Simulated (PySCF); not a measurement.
## C₆H₉O: EPR calculation

- system: C₆H₉O, multiplicity 2
- method: UKS B3LYP, pcH-1 on C H O, non-relativistic, mean-field spin-orbit, GIAO (PySCF 2.14.0)

It belongs to a series of runs on one base structure; here: H removed from sp2 C.

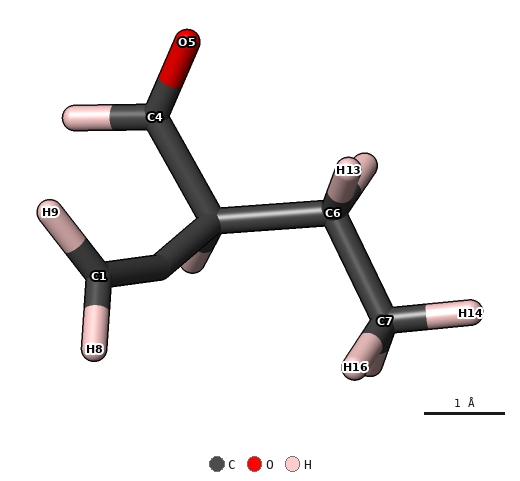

Fig. 1: The structure (stick view, seen at a tilt; atoms are numbered from 1 in the order of the input). Bond lengths as drawn: C–C 1.29 to 1.53 Å, C–H 1.08 to 1.10 Å and C–O 1.21 Å.

Input file
```
{"job": {"kind": "epr", "basis": "pcH-1"}, "charge": 0, "multiplicity": 2}
C      1.949777     1.370985     0.399990
C      1.134545     0.440086     0.044471
C      0.232260    -0.678100     0.138782
C      0.527332    -0.863096     1.619816
O     -0.118840    -0.374231     2.519565
C     -1.224649    -0.327850    -0.163083
C     -1.419569     0.049378    -1.624985
H      2.334309     2.087050    -0.316360
H      2.312873     1.522745     1.414662
H      0.577985    -1.529863    -0.452788
H      1.458600    -1.424273     1.805144
H     -1.842395    -1.192249     0.087339
H     -1.523428     0.497449     0.484615
H     -2.464390     0.280316    -1.817085
H     -1.123463    -0.770440    -2.276588
H     -0.818545     0.921037    -1.874908
```

The first line tells a small driver script what to run in PySCF; the rest is the geometry in Å.

Run on 1 CPU thread, shared host.

Launch command:
```bash
OMP_NUM_THREADS=1 python <driver script> task.json out
```

Log
```
UKS, coarse grid
  cycle   1  E = -309.01815438  |g| = 6.38e-01
  cycle   2  E = -307.93041522  |g| = 1.66e+00
  cycle   3  E = -309.14552598  |g| = 2.66e-01
  cycle   4  E = -309.18162399  |g| = 1.09e-01
  cycle   5  E = -309.18710241  |g| = 4.85e-02
  cycle   6  E = -309.18816678  |g| = 1.69e-02
  cycle   7  E = -309.18836214  |g| = 7.33e-03
  cycle   8  E = -309.18841405  |g| = 3.43e-03
  cycle   9  E = -309.18842828  |g| = 1.24e-03
  cycle  10  E = -309.18842943  |g| = 7.05e-04
UKS, final grid
  cycle   1  E = -309.18846824  |g| = 7.75e-04
  cycle   2  E = -309.18846817  |g| = 1.11e-03
  cycle   3  E = -309.18846880  |g| = 2.52e-04
  cycle   4  E = -309.18846885  |g| = 1.76e-04
  cycle   5  E = -309.18846892  |g| = 6.15e-05
  cycle   6  E = -309.18846893  |g| = 1.17e-05
E = -309.18846893 Eh   <S^2> = 0.7629 (exact 0.7500)
g shifts (ppm)      1          2          3
  rmc          -173       -173       -173
  gc             21         10         27
  oz_so        -778       1200       2766
  total        -930       1036       2620
hyperfine (MHz)  atom isotope    a_iso     a_fc   dipolar eigenvalues
    0   13C     -44.01     -44.01    -13.56      2.69     10.87
    1   13C     128.36     128.36    -74.94    -57.20    132.13
    2   13C     -21.84     -21.84     -3.84     -0.76      4.60
    3   13C      62.82      62.82    -14.56     -4.52     19.08
    4   17O     -10.12     -10.12    -51.66     22.71     28.95
    5   13C      12.19      12.19     -1.94     -1.52      3.46
    6   13C      -0.28      -0.28     -1.25      0.28      0.97
    7    1H     150.93     150.93     -5.30     -3.48      8.78
    8    1H     177.31     177.31     -4.09     -1.78      5.87
    9    1H      46.16      46.16     -4.66     -3.85      8.50
   10    1H       0.65       0.65     -3.77     -3.01      6.79
   11    1H      -2.75      -2.75     -2.33     -1.31      3.64
   12    1H      -1.69      -1.69     -2.98     -1.83      4.81
   13    1H      -0.45      -0.45     -1.38     -0.91      2.29
   14    1H       0.59       0.59     -1.68     -1.49      3.17
   15    1H       1.92       1.92     -4.21     -2.72      6.93
```

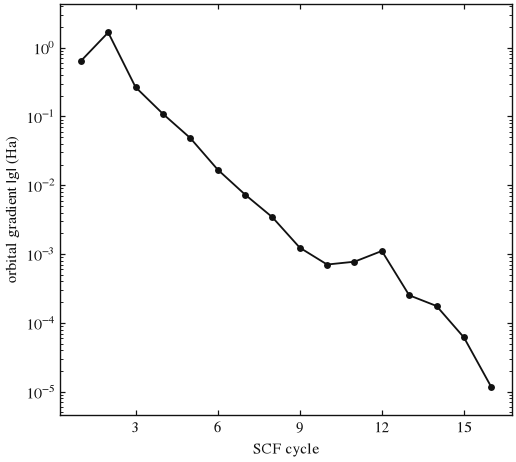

Fig. 2: Convergence of the self-consistent field: orbital gradient |g| against the SCF cycle. All cycles printed in the log are drawn one after another.

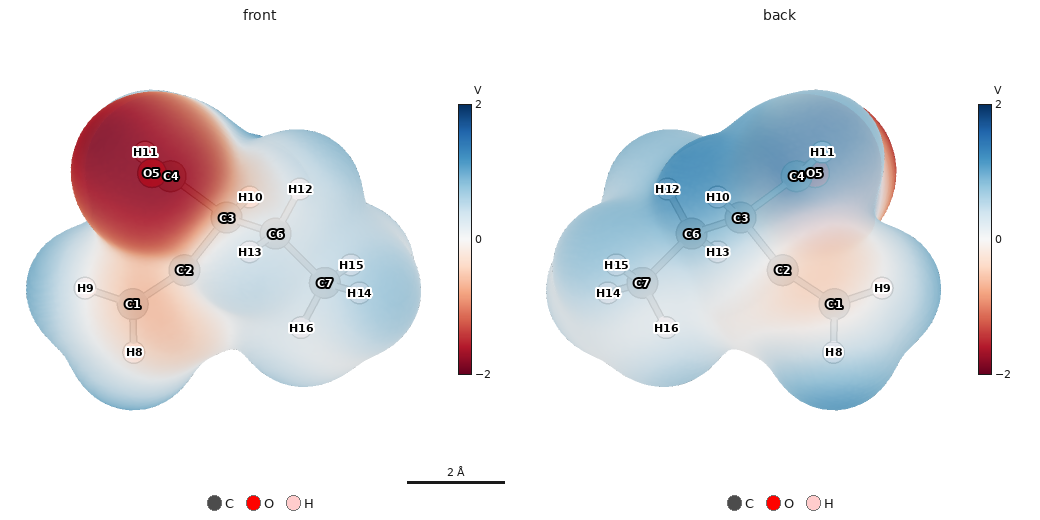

Fig. 3: The electrostatic potential painted on the density surface at 0.002 e/bohr³, seen at a tilt and from behind; red is negative and blue positive.

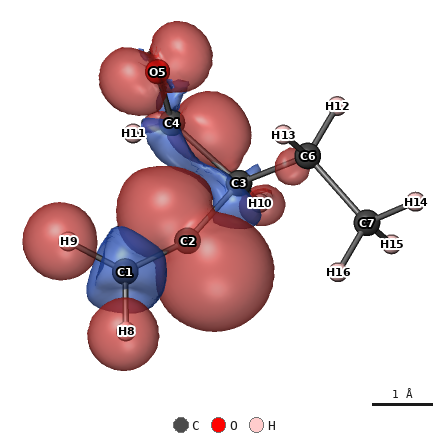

Fig. 4: Isosurfaces of the spin density at +0.015 (red) and −0.015 e/Å³ (blue), seen at a tilt. The unpaired spin (1 electron) lies mostly on C2 (about 0.6) and O5 (about 0.1), in electrons by Hirshfeld's partition.

Summary

| quantity | value |
| --- | --- |
| outcome | converged |
| total energy | −309.188469 hartree |
| ⟨S²⟩ | 0.763 |
| isotropic g | 2.0032 |
| wall time | 53 s |
| peak memory | 0.96 GiB |
